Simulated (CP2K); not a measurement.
Band structure of Sb (R-3m, 2 atoms in the cell).

```
Sb
1.0
    4.54502     0.00000     0.00000
    2.49221     3.80080     0.00000
    2.49221     1.34604     3.55447
Sb
2
Cartesian
  2.55637   1.38069   0.95352
  6.97307   3.76615   2.60095
```

Method: PBE, GPW, DZVP-MOLOPT-SR-GTH basis, GTH-PBE potentials (GTH_POTENTIALS) run with CP2K.

Settings: CUTOFF = 400 Ry; REL_CUTOFF = 50 Ry; SMEAR/METHOD = FERMI_DIRAC; ELECTRONIC_TEMPERATURE = 1160.45 K; KPOINTS/SCHEME = MACDONALD 6 6 6 0.08333333333 0.08333333333 0.08333333333; XC_FUNCTIONAL = PBE; Sb/BASIS_SET = DZVP-MOLOPT-SR-GTH-q5; Sb/POTENTIAL = GTH-PBE-q5; METHOD = GPW; EPS_DEFAULT = 1e-10; EXTRAPOLATION = USE_GUESS; NGRIDS = 5; SCF_GUESS = ATOMIC; EPS_SCF = 1e-07.

The starting cell comes from a database of computed structures (which also holds hypothetical and non-ambient phases and stackings), without a prior relaxation at this level. Its lattice was rescaled by a random factor within 2.5 % of one. Spin-orbit coupling is off. Values carry the incompleteness of an atom-centred basis.

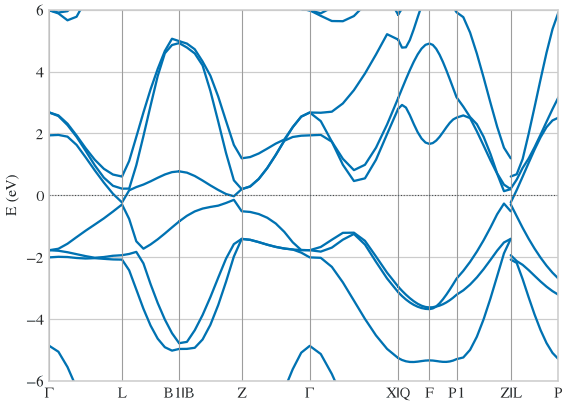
Bands along the path, energies from the Fermi level.

Levels in eV from the Fermi level, bands 2 to 7:
```tsv
point	2	3	4	5	6	7
Γ	-4.87	-2.01	-1.78	-1.78	1.94	2.68
L	-9.55	-2.08	-1.94	-0.30	-0.23	0.21
B1	-9.01	-4.97	-4.78	-0.85	0.77	4.92
Z	-8.81	-1.41	-1.41	-0.52	0.20	0.20
X	-9.11	-5.26	-3.13	-2.95	2.80	3.14
F	-8.06	-5.34	-3.68	-3.63	1.66	4.91
P1	-8.67	-5.30	-3.22	-2.70	2.51	3.17
P	-8.67	-5.30	-3.22	-2.70	2.51	3.17
```

Bands cross the Fermi level along this path, so the cell is metallic at this level.

Higher empty bands are left out: an atom-centred basis made for the valence describes them poorly.
